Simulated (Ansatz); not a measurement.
System: As$_{13}$P$_{3}$.

Input

```
crystal:
  lattice:
    - [1.8283867331, 5.3709111659, 4.3261480047]
    - [1.8280203965, 5.3424649559, -4.2922323507]
    - [-5.4797508402, 5.3551431366, 0.0167284553]
  atoms:
    - { symbol: As, position: [0.1087399742, 0.0578532481, 0.0518916721] }
    - { symbol: As, position: [0.6095636702, 0.557702857, 0.0578301496] }
    - { symbol: As, position: [0.8562584201, 0.8061453848, 0.5557118393] }
    - { symbol: As, position: [0.3607120577, 0.3088435211, 0.5566662518] }
    - { symbol: As, position: [0.581274538, 0.0016596557, 0.1924511315] }
    - { symbol: As, position: [0.0599845694, 0.5122998277, 0.1922479091] }
    - { symbol: As, position: [0.3310071873, 0.7567830038, 0.6810559994] }
    - { symbol: P, position: [0.8264552557, 0.2541456313, 0.709808912] }
    - { symbol: As, position: [0.1235310602, 0.19381594, 0.4541757503] }
    - { symbol: P, position: [0.6456475335, 0.698720514, 0.4425625617] }
    - { symbol: P, position: [0.8882132674, 0.9631978394, 0.9378285128] }
    - { symbol: As, position: [0.3886126848, 0.4374389242, 0.9435551689] }
    - { symbol: As, position: [0.6816801481, 0.2394895224, 0.309058578] }
    - { symbol: As, position: [0.1768983735, 0.7384076494, 0.3036110557] }
    - { symbol: As, position: [0.4324487816, 0.9876200224, 0.8046260358] }
    - { symbol: As, position: [0.9289724782, 0.4858764586, 0.8069184717] }
basis:
  ecutwfc: 420
kpoints:
  mp_grid: { grid: [6, 6, 6] }
  band_path:
    path:
      - [0.0, 0.0, 0.0]
      - [0.16666667, -0.16666667, -0.5]
      - [-0.5, -0.5, 0.33333333]
    npoints: 1
hamiltonian:
  xc: pbe
  dispersion: d3bj
scf:
  occupations: { method: gaussian, width: 0.1 }
  n_extra_bands: 11
output:
  forces: true
  stress: true
  eigenvalues: true
  write_density: true
  write_potential: true
  elf: true
  volumetric_format: npy
```

Run with:

```sh
ansatz run input.yaml --threads 4 --pin off --max-ram 10240MiB --backend cpu --events-out ev --progress --plain --runs-dir out
```

Below, planes, directions and counts refer to the conventional cell (a = 7.09 Å, b = 7.13 Å, c = 7.66 Å, α = 69.87°, β = 70.07°, γ = 74.57°).

Space group P1; a generated structure, not necessarily the stable one.

Level of theory: DFT PBE+D3(BJ), scalar-relativistic, plane waves, PAW in Ansatz 0.2.0.

> What can the converged valence pseudo-density and electron localisation function tell about the bonding?

P–P (2.26 Å): ρ is about 0.71 e/Å³ halfway; the ELF peaks at about 0.90 between the atoms.
As–P (2.40 Å): ρ at the midpoint is about 0.59 e/Å³; the ELF peaks at about 0.85 between the atoms.
As–As (2.52 Å): ρ is about 0.5 e/Å³ halfway; the ELF peaks at about 0.75 between the atoms.

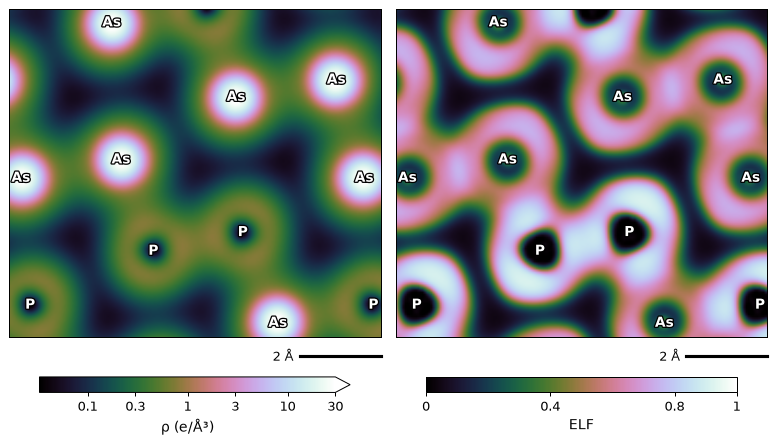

Computed valence pseudo-density and electron localisation function on the (111) plane of the conventional cell, in this order. 

In a PAW calculation such maps are meaningful between the atoms, not at the nuclei.
